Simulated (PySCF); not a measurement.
```yaml
atoms:
  - { symbol: C, position_ang: [1.4360, 0.8292, -0.0271] }
  - { symbol: C, position_ang: [0.9191, -0.4685, -0.1547] }
  - { symbol: O, position_ang: [0.2044, -0.8393, -1.3140] }
  - { symbol: C, position_ang: [-0.6271, -0.7438, -0.2458] }
  - { symbol: F, position_ang: [-1.0174, -1.9406, 0.2709] }
  - { symbol: C, position_ang: [-1.6078, 0.3305, -0.0508] }
  - { symbol: O, position_ang: [-1.4277, 1.4775, -0.3770] }
  - { symbol: H, position_ang: [2.1523, 1.0458, 0.7408] }
  - { symbol: H, position_ang: [1.0650, 1.6204, -0.6507] }
  - { symbol: H, position_ang: [1.4216, -1.2936, 0.3457] }
  - { symbol: H, position_ang: [-2.5130, -0.0148, 0.4767] }
```

Geometry: GFN2-xTB.

These are results of PySCF, UKS B3LYP, pcH-1 on C F H O, non-relativistic, mean-field spin-orbit, GIAO, not measurements.

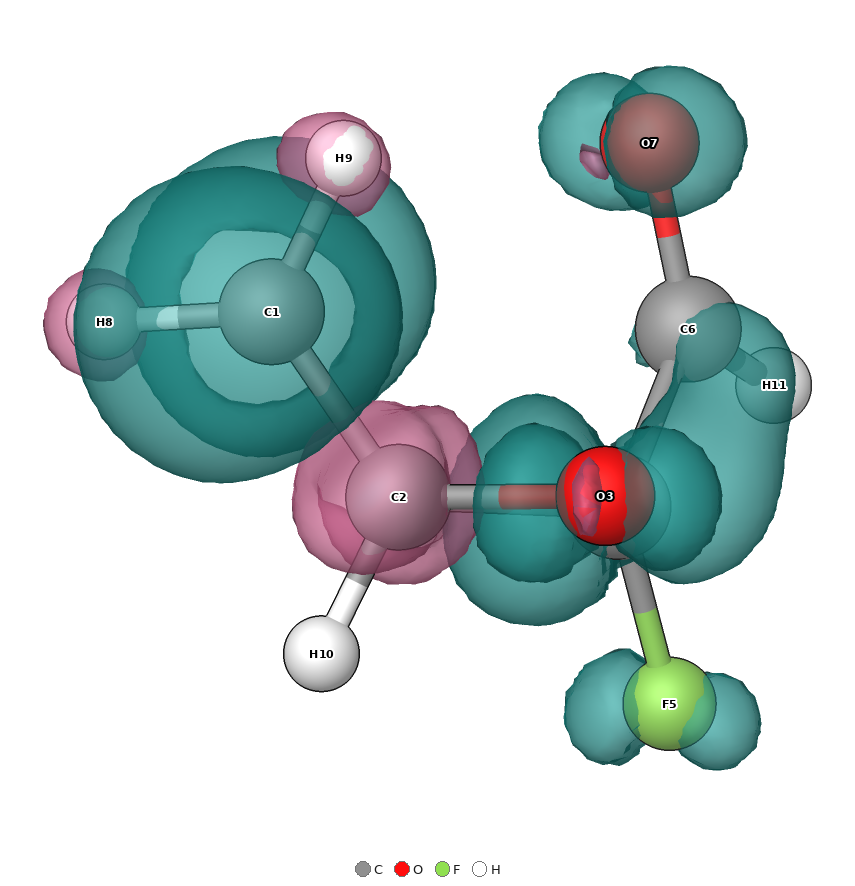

C₄H₄FO₂ (doublet). Isosurfaces of the spin density (α minus β) at +0.02 (teal) and −0.02 e/Å³ (pink), seen at an oblique angle.

Where is the unpaired spin?

Answer. The unpaired spin (1 electron) lies mostly on C1 (about 0.6) and C4 (about 0.1), in electrons by Hirshfeld's partition.
